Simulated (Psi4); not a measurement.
# WCl6 (SMILES Cl[W](Cl)(Cl)(Cl)(Cl)Cl): B2PLYP/def2-SVP (core potential, density fitting for correlation)

Aim: the vertical ionisation energy of WCl6 at B2PLYP/def2-SVP (core potential, density fitting for correlation), from 2 runs. 

The results are computed with Psi4 1.11.

**1. The structure to begin with**

WCl6 has 7 atoms, charge 0, and is taken as a singlet. SMILES: `Cl[W](Cl)(Cl)(Cl)(Cl)Cl`. Geometry: relaxed at PBE0-D4/def2-TZVP.

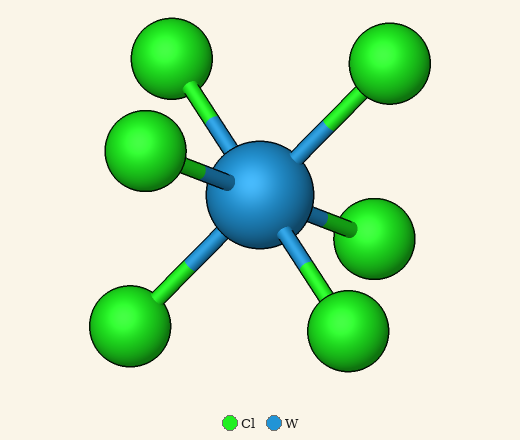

The structure, seen from a chosen angle (chlorine green, tungsten blue).

**2. The energy at B2PLYP/def2-SVP (core potential, density fitting for correlation)**

Input file calc.dat:

```
memory 2200 MB

molecule {
  0 1
  Cl    -1.314490    -1.469940     1.159000
  W      0.000000     0.000000     0.000000
  Cl     1.112910     0.525000     1.928130
  Cl    -1.112940    -0.525000    -1.928110
  Cl     1.314510     1.469920    -1.159020
  Cl    -1.505070     1.672020     0.413510
  Cl     1.505090    -1.672000    -0.413520
  symmetry c1
}

set basis def2-SVP
set puream true
set e_convergence 1e-09
set d_convergence 1e-08
set scf_type pk
set dft_radial_points 99
set dft_spherical_points 590
set num_frozen_docc 30

energy_value, wavefunction = energy('b2plyp', return_wfn=True)
```

Started as:

```sh
psi4 -n 1 calc.dat calc.out
```

calc.out:

```text
[...]
    !!!  WARNING: ECP capability is in beta. Please check occupations closely.  !!!
[...]
  Running in c1 symmetry.
[...]
  Nuclear repulsion =  997.990864722118772
[...]
  Multiplicity = 1
[...]
  Nalpha       = 58
  Nbeta        = 58
[...]
    Number of basis functions: 140
[...]
   @RKS iter   1: -2825.60738999980686    2.43451e-01   7.19301e-03 ADIIS/DIIS
[...]
   @RKS iter  14: -2826.19159137174665   -1.00044e-11   3.60235e-09 DIIS
[...]
    Orbital Energies [Eh]
    ---------------------
    Doubly Occupied:
       1A   -102.917231     2A   -102.917220     3A   -102.917218
       4A   -102.917150     5A   -102.917149     6A   -102.917147
       7A     -9.951432     8A     -9.951431     9A     -9.951424
      10A     -9.951414    11A     -9.951414    12A     -9.951412
      13A     -7.594967    14A     -7.594966    15A     -7.594944
      16A     -7.594943    17A     -7.594942    18A     -7.594923
      19A     -7.591961    20A     -7.591961    21A     -7.591960
      22A     -7.591958    23A     -7.591957    24A     -7.591956
      25A     -7.591954    26A     -7.591954    27A     -7.591953
      28A     -7.591943    29A     -7.591942    30A     -7.591941
      31A     -3.397364    32A     -1.963366    33A     -1.963365
      34A     -1.963365    35A     -0.994438    36A     -0.964035
[...]
  @RKS Final Energy: -2826.19159137174665
   => Energetics <=
    Nuclear Repulsion Energy =            997.9908647221187721
    One-Electron Energy =               -5914.0034978934818355
    Two-Electron Energy =                2174.2649428906761386
    DFT Exchange-Correlation Energy =     -84.4439010910601553
    Empirical Dispersion Energy =           0.0000000000000000
    VV10 Nonlocal Energy =                  0.0000000000000000
    Total Energy =                      -2826.1915913717466537
[...]
 Multipole Moments:
 ------------------------------------------------------------------------------------
     Multipole            Electronic (a.u.)      Nuclear  (a.u.)        Total (a.u.)
 ------------------------------------------------------------------------------------
 L = 1.  Multiply by 2.5417464519 to convert [e a0] to [Debye]
 Dipole X            :         -0.0001466            0.0001266           -0.0000200
 Dipole Y            :         -0.0000141            0.0000000           -0.0000141
 Dipole Z            :          0.0001376           -0.0001266            0.0000111
 Magnitude           :                                                    0.0000268
[...]
```

Wall time 19 s (1 thread of Intel Xeon 6975P-C (Granite Rapids), shared host); peak memory 1.1 GiB.

**3. The doublet cation, same level**

Input file run.py:

```python
import psi4

psi4.set_memory('2200 MB')
psi4.set_num_threads(1)
psi4.core.set_output_file('run.log', False)

m = psi4.geometry("""
1 2
Cl    -1.314490    -1.469940     1.159000
W      0.000000     0.000000     0.000000
Cl     1.112910     0.525000     1.928130
Cl    -1.112940    -0.525000    -1.928110
Cl     1.314510     1.469920    -1.159020
Cl    -1.505070     1.672020     0.413510
Cl     1.505090    -1.672000    -0.413520
units angstrom
symmetry c1
""")

options = {'basis': 'def2-SVP', 'reference': 'uks', 'puream': True, 'e_convergence': 1e-09, 'd_convergence': 1e-08, 'scf_type': 'pk', 'dft_radial_points': 99, 'dft_spherical_points': 590, 'num_frozen_docc': 30, 'maxiter': 100}
psi4.set_options(options)

result = psi4.energy("B2PLYP", molecule=m)
print(f'total energy {result:.8f} hartree = {result * 27.211386:.5f} eV')
```

Started as:

```sh
python run.py
```

run.log:

```text
[...]
    !!!  WARNING: ECP capability is in beta. Please check occupations closely.  !!!
[...]
  Running in c1 symmetry.
[...]
  Nuclear repulsion =  997.990864722118772
[...]
  Multiplicity = 2
[...]
  Nalpha       = 58
  Nbeta        = 57
[...]
    Number of basis functions: 140
[...]
   @UKS iter   1: -2825.16379731725010    6.87043e-01   7.25336e-03 ADIIS/DIIS
[...]
   @UKS iter  36: -2825.77819240419149    2.31921e-11   6.30154e-09 DIIS
[...]
   @S^2 Observed:                7.849655949E-01
[...]
    Orbital Energies [Eh]
    ---------------------
    Alpha Occupied:
       1A   -103.134550     2A   -103.134542     3A   -103.134471
       4A   -103.134469     5A   -103.097421     6A   -103.097346
       7A    -10.166991     8A    -10.166985     9A    -10.166968
      10A    -10.166964    11A    -10.130637    12A    -10.130621
      13A     -7.813686    14A     -7.813681    15A     -7.813668
      16A     -7.813663    17A     -7.808863    18A     -7.808843
      19A     -7.808837    20A     -7.808828    21A     -7.805450
      22A     -7.805446    23A     -7.805437    24A     -7.805426
      25A     -7.773825    26A     -7.773816    27A     -7.771175
      28A     -7.771173    29A     -7.771167    30A     -7.771166
      31A     -3.575219    32A     -2.141620    33A     -2.141620
      34A     -2.141001    35A     -1.199209    36A     -1.175485
[...]
  @UKS Final Energy: -2825.77819240419149
   => Energetics <=
    Nuclear Repulsion Energy =            997.9908647221187721
    One-Electron Energy =               -5891.2943233371979659
    Two-Electron Energy =                2151.7779188964464083
    DFT Exchange-Correlation Energy =     -84.2526526855588287
    Empirical Dispersion Energy =           0.0000000000000000
    VV10 Nonlocal Energy =                  0.0000000000000000
    Total Energy =                      -2825.7781924041914863
[...]
 Multipole Moments:
 ------------------------------------------------------------------------------------
     Multipole            Electronic (a.u.)      Nuclear  (a.u.)        Total (a.u.)
 ------------------------------------------------------------------------------------
 L = 1.  Multiply by 2.5417464519 to convert [e a0] to [Debye]
 Dipole X            :         -0.0002842            0.0001266           -0.0001576
 Dipole Y            :         -0.0000346            0.0000000           -0.0000346
 Dipole Z            :          0.0002258           -0.0001266            0.0000993
 Magnitude           :                                                    0.0001894
[...]
```

The script printed:

```text
total energy -2826.21640083 hartree = -76905.26540 eV
```

It took 59 s on 1 thread of Intel Xeon 6975P-C (Granite Rapids), shared host; peak memory 1.1 GiB.

**4. Results**

At B2PLYP/def2-SVP (core potential, density fitting for correlation), 30 core orbitals frozen:

```
                                                                quantity           value
                                              singlet WCl6: total energy  -2826.61156 Eh
                         singlet WCl6: HOMO energy (SCF part's orbitals)       -10.35 eV
                         singlet WCl6: LUMO energy (SCF part's orbitals)        -4.33 eV
                       singlet WCl6: HOMO–LUMO gap (SCF part's orbitals)         6.02 eV
                                            doublet cation: total energy  -2826.21640 Eh
doublet cation: HOMO energy (SCF part's orbitals) (highest over α and β)       -15.08 eV
 doublet cation: LUMO energy (SCF part's orbitals) (lowest over α and β)       -12.15 eV
                                                    doublet cation: ⟨S²⟩           0.785
                      vertical ionisation energy (to the doublet cation)       10.753 eV
```

**Reading.** Removing an electron at fixed nuclei costs 10.75 eV (248 kcal/mol). −ε(HOMO) before ionisation, 10.35 eV, is 0.40 eV below this ionisation energy.
